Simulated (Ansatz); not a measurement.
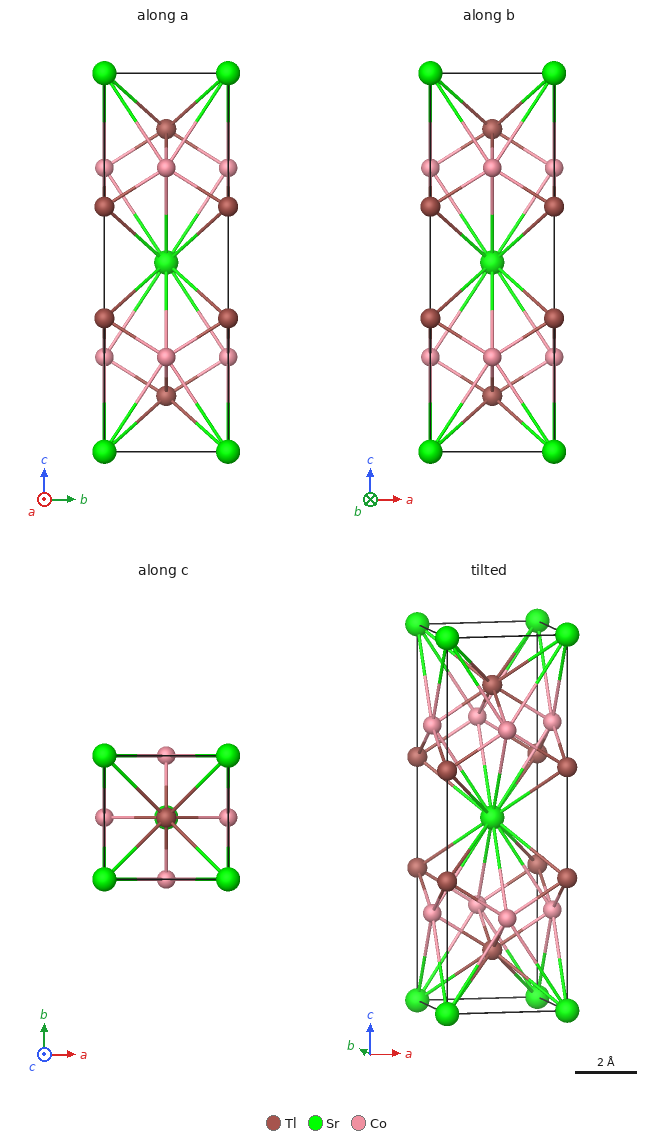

A ball-and-stick rendering, viewed along the a axis, along the b axis, along the c axis and slightly off an axis. The lines enclose the conventional unit cell; boundary atoms appear with their images.

Lattice parameters: a = 4.101 Å, b = 4.101 Å, c = 12.548 Å, α = 90.00°, β = 90.00°, γ = 90.00°. Put a along x and b in the xy plane.

**Put the structure into a POSCAR file, with free fractional coordinates to two decimals.**

```
Tl Sr Co
1.0
     4.101    0.000    0.000
     0.000    4.101    0.000
     0.000    0.000   12.548
Tl Sr Co
4 2 4
Direct
  0.50 0.50 0.85
  0.00 0.00 0.65
  0.00 0.00 0.35
  0.50 0.50 0.15
  0.00 0.00 0.00
  0.50 0.50 0.50
  0.50 0.00 0.75
  0.00 0.50 0.75
  0.00 0.50 0.25
  0.50 0.00 0.25
```

Provenance: a generated cell, made by putting these elements into a known structure type (the compound may or may not exist in this form); not relaxed. It was run through Ansatz as a DFT input.

At this level of theory the cell isn't at rest (compressed, at 10 GPa and forces up to 2.3 eV/Å), so its distances can differ from those at equilibrium, the more so the softer the solid.
